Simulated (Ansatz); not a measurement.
Profile along the N–Ta line in TaN (rock salt)

TaN (rock salt)

```cif
data_NTa
_chemical_formula_sum 'N1 Ta1'
_space_group_name_H-M_alt 'P 1'
_space_group_IT_number 1
_cell_length_a 3.12332
_cell_length_b 3.12332
_cell_length_c 3.12332
_cell_angle_alpha 60.000
_cell_angle_beta 60.000
_cell_angle_gamma 60.000
loop_
_space_group_symop_operation_xyz
  'x, y, z'
loop_
_atom_site_label
_atom_site_type_symbol
_atom_site_fract_x
_atom_site_fract_y
_atom_site_fract_z
_atom_site_occupancy
N1 N 0.00000 0.00000 0.00000 1
Ta1 Ta 0.50000 0.50000 0.50000 1
```

Fields along a shortest N–Ta line of a {100} plane (2.21 Å), from N to Ta, interpolated on the slice's grid (step about 0.2 Å). Calculation: PBE (plane waves to 420 eV, PAW, scalar-relativistic; Ansatz, a first-principles code). k mesh 18×18×18. These are valence fields of a PAW run, semicore shells included where kept as valence: close to a nucleus they are smooth pseudo fields. Spin-orbit coupling is left out, though Ta is heavy. TaN is run without spin polarisation. TaN was relaxed with its symmetry unable to fall. This is a high-temperature form of TaN.

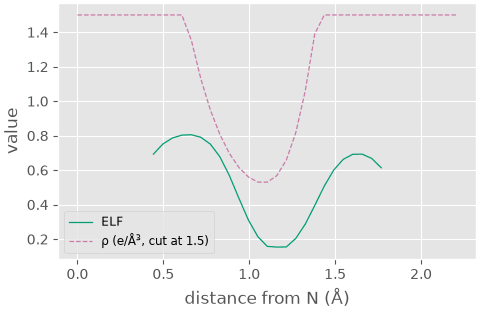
Figure: ELF (away from the nuclei) and valence density from N to Ta.

Density on the N–Ta line (2.21 Å) at its midpoint: 0.53 e/Å³. ELF at that point: 0.16.
